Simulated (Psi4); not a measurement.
**C3F6 (SMILES FC(F)=C(F)C(F)(F)F): B3LYP/6-31G(d) (spherical functions)**

What is the vertical ionisation energy of C3F6 at B3LYP/6-31G* (spherical functions)? Input form: a Python script.

The results are computed with Psi4 1.11.

## (1) The system as given

C3F6 has 9 atoms, charge 0, and is taken as a singlet. SMILES: `FC(F)=C(F)C(F)(F)F`. The coordinates come from a PBE0-D4/def2-TZVP relaxation.

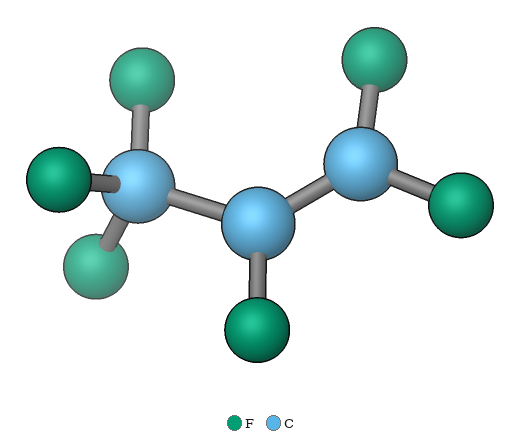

Viewed from a chosen angle; fluorine teal, carbon blue.

## (2) The energy at B3LYP/6-31G(d) (spherical functions)

File c3f6.xyz:

```xyz
9
C3F6
F      2.023520    -0.271130     0.593250
C      1.311770    -0.079850    -0.478440
F      2.048190    -0.035240    -1.552840
C     -0.006940     0.057990    -0.514960
F     -0.607110     0.248910    -1.687470
C     -0.955770     0.025720     0.641250
F     -1.850240    -0.954150     0.485310
F     -1.637730     1.171760     0.718770
F     -0.325700    -0.164010     1.795120
```

File c3f6.py:

```python
import psi4

psi4.set_memory(2200000000)
psi4.set_num_threads(1)
psi4.core.set_output_file('run.log', False)

with open('c3f6.xyz') as f:
    atoms = ''.join(f.readlines()[2:])
geom = psi4.geometry('0 1\n' + atoms + 'symmetry c1')

options = {'basis': '6-31G*', 'puream': True, 'e_convergence': 1e-09, 'd_convergence': 1e-08, 'scf_type': 'pk', 'dft_radial_points': 99, 'dft_spherical_points': 590}
psi4.set_options(options)

energy_value, wavefunction = psi4.energy("b3lyp", return_wfn=True)
psi4.oeprop(wavefunction, "WIBERG_LOWDIN_INDICES", "QUADRUPOLE", "MULLIKEN_CHARGES")
print(f'total energy {energy_value:.8f} hartree = {energy_value * 27.211386:.5f} eV')
```

Run with:

```bash
python c3f6.py
```

run.log:

```text
[...]
  Running in c1 symmetry.
[...]
  Nuclear repulsion =  512.614789638362709
[...]
  Multiplicity = 1
[...]
  Nalpha       = 36
  Nbeta        = 36
[...]
    Number of basis functions: 126
[...]
   @RKS iter   1:  -713.17905157123914   -2.45296e-02   4.67311e-03 DIIS/ADIIS
[...]
   @RKS iter  12:  -713.29569060837741   -1.93268e-12   4.11720e-09 DIIS
[...]
    Orbital Energies [Eh]
    ---------------------
    Doubly Occupied:
       1A    -24.766914     2A    -24.762691     3A    -24.742864
       4A    -24.735433     5A    -24.733169     6A    -24.733116
       7A    -10.454247     8A    -10.387962     9A    -10.301403
      10A     -1.331683    11A     -1.325732    12A     -1.267633
      13A     -1.255502    14A     -1.240186    15A     -1.232870
      16A     -0.834288    17A     -0.735199    18A     -0.667088
      19A     -0.630729    20A     -0.618315    21A     -0.603694
      22A     -0.595765    23A     -0.567850    24A     -0.558614
      25A     -0.490504    26A     -0.481567    27A     -0.474796
      28A     -0.472358    29A     -0.469433    30A     -0.463904
      31A     -0.454865    32A     -0.432493    33A     -0.431636
      34A     -0.413966    35A     -0.391170    36A     -0.276519
[...]
  @RKS Final Energy:  -713.29569060837741
   => Energetics <=
    Nuclear Repulsion Energy =            512.6147896383627085
    One-Electron Energy =               -2009.2560709696986123
    Two-Electron Energy =                 847.3323898179836533
    DFT Exchange-Correlation Energy =     -63.9867990950251908
    Empirical Dispersion Energy =           0.0000000000000000
    VV10 Nonlocal Energy =                  0.0000000000000000
    Total Energy =                       -713.2956906083774129
[...]
 Multipole Moments:
 ------------------------------------------------------------------------------------
     Multipole            Electronic (a.u.)      Nuclear  (a.u.)        Total (a.u.)
 ------------------------------------------------------------------------------------
 L = 1.  Multiply by 2.5417464519 to convert [e a0] to [Debye]
 Dipole X            :          0.1604539            0.2371042            0.3975582
 Dipole Y            :         -0.0376739            0.0026219           -0.0350520
 Dipole Z            :          0.1930691           -0.2391986           -0.0461295
 Magnitude           :                                                    0.4017575
 L = 2.  Multiply by 1.3450342976 to convert [e a0^2] to [Debye ang]
 Quadrupole XX       :       -568.5306251          534.3028293          -34.2277958
 Quadrupole XY       :         30.9492215          -30.8102196            0.1390018
[...]
  Mulliken Charges: (a.u.)
   Center  Symbol    Alpha    Beta     Spin     Total
       1     F     4.61429  4.61429  0.00000 -0.22858
       2     C     2.72353  2.72353  0.00000  0.55294
       3     F     4.61796  4.61796  0.00000 -0.23591
       4     C     2.93090  2.93090  0.00000  0.13821
       5     F     4.64305  4.64305  0.00000 -0.28609
       6     C     2.55584  2.55584  0.00000  0.88832
       7     F     4.63917  4.63917  0.00000 -0.27833
       8     F     4.63917  4.63917  0.00000 -0.27834
       9     F     4.63610  4.63610  0.00000 -0.27221
   Total alpha = 36.00000, Total beta = 36.00000, Total charge = -0.00000
[...]
```

On the terminal:

```text
total energy -713.29569061 hartree = -19409.76437 eV
```

Run time: 30 s. Hardware: 1 thread of AMD EPYC 7R43 (Zen 3), shared host; peak memory 0.87 GiB.

## (3) The doublet cation: energy and forces at UB3LYP/6-31G(d) (spherical functions)

c3f6.xyz is that of step 2.

File run.py:

```python
import psi4

psi4.set_memory(2200000000)
psi4.set_num_threads(1)
psi4.core.set_output_file('psi4.out', False)

with open('c3f6.xyz') as f:
    atoms = ''.join(f.readlines()[2:])
mol = psi4.geometry('1 2\n' + atoms + 'symmetry c1\nno_reorient\nno_com')

options = {'basis': '6-31G*', 'reference': 'uks', 'puream': True, 'e_convergence': 1e-09, 'd_convergence': 1e-08, 'scf_type': 'pk', 'dft_radial_points': 99, 'dft_spherical_points': 590, 'maxiter': 100}
psi4.set_options(options)

energy_value, wavefunction = psi4.gradient("b3lyp", return_wfn=True)
psi4.oeprop(wavefunction, "WIBERG_LOWDIN_INDICES", "MULLIKEN_CHARGES", "MAYER_INDICES")
print('gradient / Eh bohr^-1')
print(energy_value.np.round(6))
print(f'energy = {wavefunction.energy():.10f} Eh')
```

Run with:

```bash
python run.py
```

psi4.out, shortened:

```text
[...]
  Running in c1 symmetry.
[...]
  Nuclear repulsion =  512.614789638362709
[...]
  Multiplicity = 2
[...]
  Nalpha       = 36
  Nbeta        = 35
[...]
    Number of basis functions: 126
[...]
   @UKS iter   1:  -712.81452959463195    3.39992e-01   4.34403e-03 ADIIS/DIIS
[...]
   @UKS iter  15:  -712.91383586067616   -3.29692e-12   5.93041e-09 DIIS
[...]
   @S^2 Observed:                7.515506568E-01
[...]
  @UKS Final Energy:  -712.91383586067616
   => Energetics <=
    Nuclear Repulsion Energy =            512.6147896383627085
    One-Electron Energy =               -1991.1258372895376851
    Two-Electron Energy =                 829.1863866035726005
    DFT Exchange-Correlation Energy =     -63.5891748130737398
    Empirical Dispersion Energy =           0.0000000000000000
    VV10 Nonlocal Energy =                  0.0000000000000000
    Total Energy =                       -712.9138358606761585
  UHF NO Occupations:
  HONO-2 :   34  A 1.9997998
  HONO-1 :   35  A 1.9997414
[...]
 Multipole Moments:
[...]
  -Total Gradient:
     Atom            X                  Y                   Z
    ------   -----------------  -----------------  -----------------
       1        0.027388191392    -0.004996060094     0.019945991681
       2       -0.141862447825     0.013794335969     0.005411059228
       3        0.024579173239    -0.000310308685    -0.019669418036
       4        0.106576840035    -0.015549816344     0.042892792464
       5       -0.025503145298     0.006073873078    -0.031464626887
       6        0.043240306591     0.000490546392    -0.043990879411
       7       -0.010853344971     0.001933027969     0.011820510035
       8       -0.011264455367    -0.002258263686     0.011346094829
       9       -0.012322358145     0.000823788546     0.003718676152
[...]
  Mulliken Charges: (a.u.)
   Center  Symbol    Alpha    Beta     Spin     Total
       1     F     4.59008  4.50900  0.08108 -0.09908
       2     C     2.74506  2.50401  0.24104  0.75093
       3     F     4.59471  4.51224  0.08246 -0.10695
       4     C     3.07026  2.62239  0.44787  0.30735
       5     F     4.63203  4.49832  0.13371 -0.13035
       6     C     2.51292  2.54215 -0.02922  0.94493
       7     F     4.61942  4.59937  0.02005 -0.21879
       8     F     4.61939  4.59944  0.01995 -0.21884
       9     F     4.61613  4.61307  0.00306 -0.22919
   Total alpha = 36.00000, Total beta = 35.00000, Total charge =  1.00000
[...]
```

Standard output:

```text
gradient / Eh bohr^-1
[[ 0.027388 -0.004996  0.019946]
 [-0.141862  0.013794  0.005411]
 [ 0.024579 -0.00031  -0.019669]
 [ 0.106577 -0.01555   0.042893]
 [-0.025503  0.006074 -0.031465]
 [ 0.04324   0.000491 -0.043991]
 [-0.010853  0.001933  0.011821]
 [-0.011264 -0.002258  0.011346]
 [-0.012322  0.000824  0.003719]]
energy = -712.9138358607 Eh
```

It took 73 s on 1 thread of AMD EPYC 7R43 (Zen 3), shared host; peak memory 0.87 GiB.

## (4) Results

At B3LYP/6-31G* (spherical functions):

```
                                          quantity          value
                        singlet C3F6: total energy  -713.29569 Eh
                       singlet C3F6: dipole moment         1.02 D
                         singlet C3F6: HOMO energy       -7.52 eV
                         singlet C3F6: LUMO energy       -0.20 eV
                       singlet C3F6: HOMO–LUMO gap        7.32 eV
                      doublet cation: total energy  -712.91384 Eh
doublet cation: HOMO energy (highest over α and β)      -16.13 eV
 doublet cation: LUMO energy (lowest over α and β)      -13.23 eV
                              doublet cation: ⟨S²⟩          0.752
          doublet cation: largest force on an atom     7.335 eV/Å
vertical ionisation energy (to the doublet cation)      10.391 eV
```

The vertical ionisation energy comes to 10.39 eV (240 kcal/mol). The negative HOMO energy of the first species, 7.52 eV, lies 2.87 eV below that difference. Mulliken charges (singlet C3F6) run from -0.29 on F5 to +0.89 on C6. Mulliken charges (doublet cation) run from -0.23 on F9 to +0.94 on C6; they depend strongly on the basis.
